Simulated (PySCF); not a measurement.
CH7FSi2 (SMILES F[SiH2]C[SiH3])

Input file:

```
{"job": {"kind": "nmr", "xc": "PBE0", "basis": "pcSseg-1"}, "charge": 0, "multiplicity": 1}
F      1.596837     1.678374    -0.209423
Si     1.635914     0.081117     0.107993
C      0.077294    -0.700093    -0.546140
Si    -1.538836     0.012951     0.113948
H      2.847810    -0.478130    -0.556786
H      1.734823    -0.082204     1.586509
H      0.077207    -0.626139    -1.647294
H      0.113034    -1.776666    -0.299191
H     -1.583591    -0.129614     1.601747
H     -2.704389    -0.718145    -0.471097
H     -1.654469     1.459867    -0.232997
```

Run with:

```sh
OMP_NUM_THREADS=1 python probes_run.py task.json out
```

Geometry: PBE0-D3(BJ)/def2-SVP.

Level of theory: PySCF 2.14.0, PBE0/pcSseg-1, SCF density, gas phase, non-relativistic.

**What can the converged electron density and electron localisation function tell about the bonding?**

Si–F (1.63 Å): ρ at the midpoint is about 1 e/Å³; the ELF peaks at about 0.85 in the valence shell of F, 0.6 Å from its nucleus, and is about 0.50 at the midpoint.
C–Si (1.86 Å): the density is about 0.96 e/Å³ at the midpoint; the ELF peaks at about 0.95 between the atoms, as expected for a shared electron pair.
C–H (1.11 Å): ρ at the midpoint is about 1.8 e/Å³; the ELF climbs to about 1 towards the hydrogen, as it does in any bond to H; a covalent bond by its length.

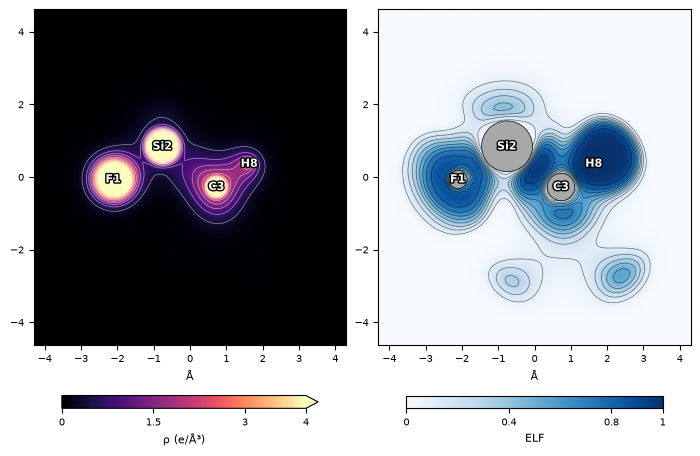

Computed electron density and electron localisation function on the plane of atoms F1, Si2 and C3, in this order. Grey discs cover the atomic cores in the ELF map. 
